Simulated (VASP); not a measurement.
Energy against volume of RuAl (CsCl type). Computed with PBE GGA with D3 dispersion (zero damping), VASP's PBE PAW potentials (set 64) (plane waves; VASP).

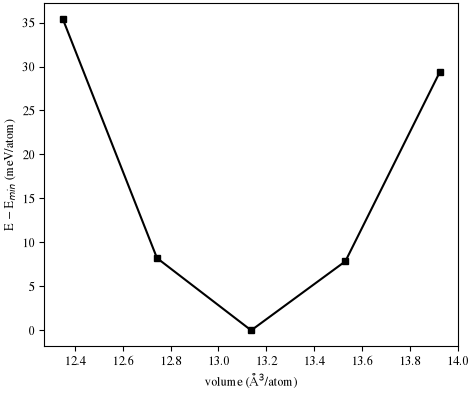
Figure: Energy against volume

Task: Estimate the equilibrium volume and the bulk modulus.

Result: The minimum lies near 13.1 Å³/atom, and the curvature gives B0 of about 220 GPa.

The compound is RuAl in the CsCl type structure. It was relaxed first.
